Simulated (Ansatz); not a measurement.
Input

```
crystal:
  lattice:
    - [2.8456172598, 0.0, 0.0]
    - [-1.4228086299, 2.4643768365, 0.0]
    - [0.0, 0.0, 3.5932561277]
  atoms:
    - { symbol: Ga, position: [0.0, 0.0, 0.0] }
    - { symbol: H, position: [0.0, 0.0, 0.5] }
basis:
  ecutwfc: 420
kpoints:
  mp_grid: { grid: [18, 18, 14] }
hamiltonian:
  xc: pbe
scf:
  occupations: { method: gaussian, width: 0.1 }
output:
  forces: true
  stress: true
  eigenvalues: true
  write_density: true
  write_potential: true
  elf: true
  volumetric_format: npy
relax:
  adjacent_minimum: "off"
  f_tol: 0.01
  max_steps: 30
  cell: { stress_tol: 0.1, fix: [volume] }
```

Launched as:

```sh
ansatz run input.yaml --threads 1 --pin off --max-ram 2560MiB --backend cpu --events-out ev --progress --plain --runs-dir out
```

Below, planes, directions and counts refer to the conventional cell (a = 2.85 Å, b = 2.85 Å, c = 3.58 Å, α = 90.00°, β = 90.00°, γ = 120.00°).

The fields are those of the relaxed geometry.

Space group P6/mmm; a generated structure, not necessarily the stable one; changed on purpose from its base cell (volume × 1.06, shape and atoms relaxed); computed pressure about −3 GPa in this cell.

The calculation used DFT PBE, scalar-relativistic, plane waves, PAW in Ansatz 0.2.0.

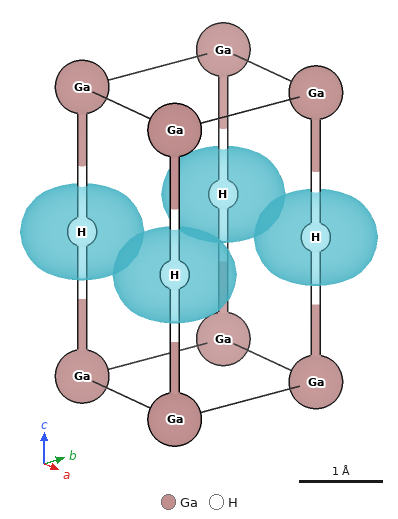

GaH. Isosurface of the electron localisation function at 0.8 (cyan), seen slightly off an axis. Core shells and regions of very low density are left out. Sticks mark near contacts.

Question: Identify the bonds, lone pairs and shells in this picture.

Answer: The surface consists of one region around a hydrogen nucleus, counted in one cell of 2 atoms. Regions shared between cells count once. Along the contacts the grid gives the following. Ga–H (1.79 Å): the ELF climbs to about 1 towards the hydrogen.
